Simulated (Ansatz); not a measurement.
```yaml
atoms:
  - { symbol: Br, position_ang: [-4.0783, -0.8292, 1.5955] }
  - { symbol: Br, position_ang: [-1.2643, -1.4350, -0.8266] }
  - { symbol: Cl, position_ang: [-4.6172, -0.6284, -2.0023] }
  - { symbol: Cl, position_ang: [-2.7220, 1.8803, -0.4279] }
  - { symbol: Ti, position_ang: [-3.1893, -0.2200, -0.4455] }
```

Geometry: PBE0-D4/def2-SVP.

Theory: isolated molecule in a Gaussian basis; Kohn-Sham density functional theory, functional PBE0 in Ansatz 0.2.0.

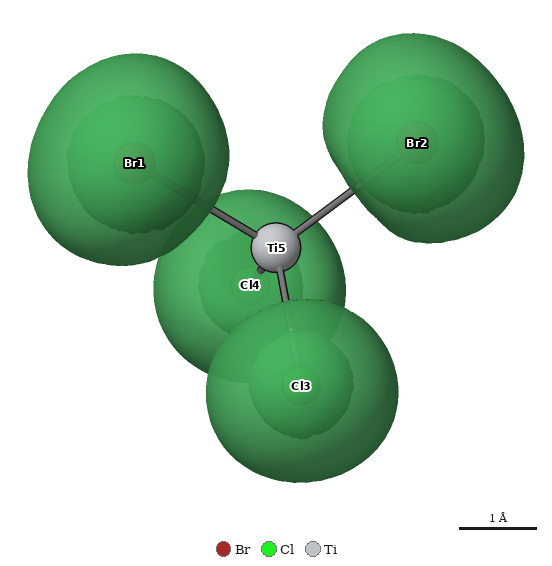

Br$_{2}$Cl$_{2}$Ti. Isosurface of the ELF at 0.75 (green), seen at a tilt. Core shells and regions of very low density are left out.

What do the ELF domains correspond to?

At this value the surface marks out two regions wrapped around Br (the valence shell of each) and two regions wrapped around Cl (the valence shell of each).

Values along the shortest contacts:
Ti–Cl (2.15 Å): the ELF peaks at about 0.80 in the valence shell of Cl, 0.9 Å from its nucleus, and is about 0.45 at the midpoint. Ti–Br (2.31 Å): the ELF peaks at about 0.80 in the valence shell of Br, 1.0 Å from its nucleus, and is about 0.55 at the midpoint.
